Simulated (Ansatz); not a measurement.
Process, species as SMILES: C#CC + 4 [H][H] (H2) → 3 C (CH4)
B3LYP-D3(BJ)/def2-TZVP geometries, fixed; electronic energies without zero-point terms.
Largest species:
```xyz
7

C     -0.0011    -0.0004     0.2181
C     -0.0068    -0.0029     1.4176
C      0.0060     0.0025    -1.2360
H     -0.0119    -0.0051     2.4795
H      0.0152     1.0232    -1.6237
H      0.8874    -0.5130    -1.6226
H     -0.8790    -0.5002    -1.6311
```

Basis-set convergence of the energy of full hydrogenation at MP2 with Ansatz (a quantum-chemistry and plane-wave program). Cartesian d functions, on some or all atoms, in 6-31+G*; all else is spherical. Cores are frozen. No added dispersion term, no relativity. Functions are those of the species that has most. Reference: Hartree-Fock in cc-pVQZ plus the correlation part extrapolated as X^-3 from cc-pVTZ and cc-pVQZ, -116.14 kcal/mol, itself unsure by roughly 0.27 kcal/mol (a third of the extrapolation step and of the last Hartree-Fock step). Deviations are taken from unrounded values.

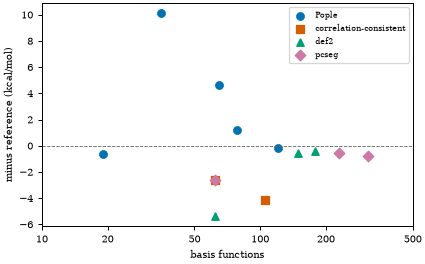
*Deviation from the reference against the number of basis functions, by family of sets.*

| basis | functions | energy of full hydrogenation (kcal/mol) | minus reference (kcal/mol) |
|---|---|---|---|
| STO-3G | 19 | -116.76 | -0.61 |
| 6-31G | 35 | -106.04 | 10.10 |
| cc-pVDZ | 62 | -118.77 | -2.63 |
| def2-SVP | 62 | -121.51 | -5.36 |
| pcseg-1 | 62 | -118.73 | -2.59 |
| 6-31+G* | 65 | -111.55 | 4.60 |
| 6-311G** | 78 | -114.98 | 1.16 |
| aug-cc-pVDZ | 105 | -120.28 | -4.14 |
| 6-311++G(2d,2p) | 121 | -116.30 | -0.16 |
| def2-TZVPP | 149 | -116.73 | -0.58 |
| def2-TZVPPD | 179 | -116.53 | -0.38 |
| aug-pcseg-2 | 230 | -116.66 | -0.52 |
| pcseg-3 | 312 | -116.95 | -0.81 |
